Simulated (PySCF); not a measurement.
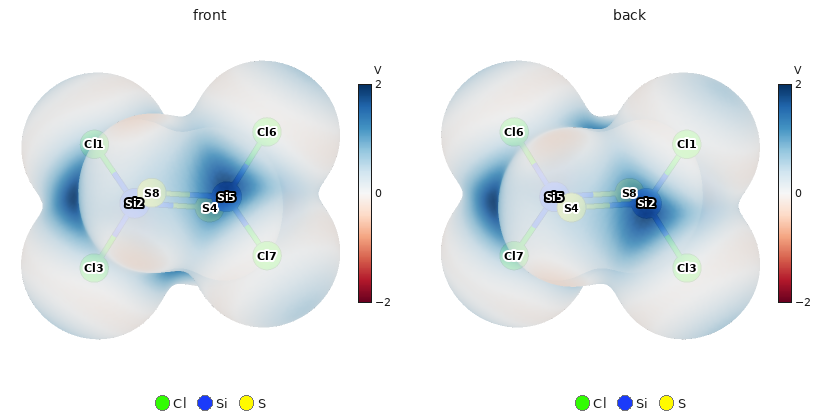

*Cl$_{4}$S$_{2}$Si$_{2}$. The molecular electrostatic potential painted on the density surface at 0.002 e/bohr³, seen from the front and from behind; the colour scale runs from red (negative) to blue (positive).*

Geometry: PBE0-D3(BJ)/def2-SVP.

These are results of PBE0/pcSseg-1, SCF density, gas phase, non-relativistic (PySCF 2.14.0), not measurements.

```xyz
8

Cl   -1.9194    1.5442   -1.8079
Si   -1.2980    0.2993   -0.3132
Cl   -2.9629   -0.4098    0.6334
S    -0.0432   -1.2710   -1.0356
Si    1.3092   -0.3072    0.3071
Cl    2.9698    0.4057   -0.6445
Cl    1.9379   -1.5507    1.8000
S     0.0533    1.2607    1.0330
```

Q: Where is the surface potential most negative and most positive?

A: The most negative region (about −0.2 V) lies over S4 and S8, the most positive (about +1.8 V, or +42 kcal/mol for a unit charge) over Si2 and Si5. Cl1 shows a σ-hole: about +0.5 V, or +12 kcal/mol for a unit charge at the tip opposite its bond, against about 0.0 V on its flanks. Cl3 shows a σ-hole: about +0.5 V, or +12 kcal/mol for a unit charge at the tip opposite its bond, against about 0.0 V on its flanks. Cl6 shows a σ-hole: about +0.5 V, or +12 kcal/mol for a unit charge at the tip opposite its bond, against about 0.0 V on its flanks. Cl7 shows a σ-hole: about +0.5 V, or +12 kcal/mol for a unit charge at the tip opposite its bond, against about 0.0 V on its flanks.

Q: What dipole moment does the calculation give?

A: Its dipole moment is zero.
